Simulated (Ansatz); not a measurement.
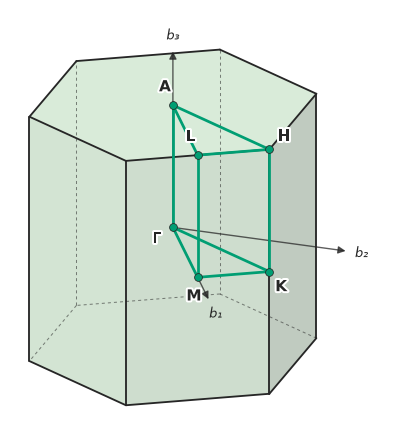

The figure shows the first Brillouin zone with its special points and a band path. Crystal: GaHgS, the input geometry of an electronic-structure calculation (not necessarily at equilibrium); the starting structure was generated, so it need not be a known form of this composition. Geometry calculated from the standardised cell; symmetry tolerance 0.002 Å.

Labels and path follow the convention of Hinuma et al. (2017), as computed by seekpath; the arrows show the directions of the reciprocal primitive vectors b₁, b₂, b₃.

**Which Bravais lattice has this zone?**

A primitive hexagonal lattice (hP; extended symbol hP2). The zone is a hexagonal prism in its combinatorial type: 8 faces (6 with 4 edges, 2 with 6 edges), 18 edges, 12 vertices.

**In which order does the conventional band path visit the special points?**

Γ–M–K–Γ–A–L–H–A | L–M | H–K
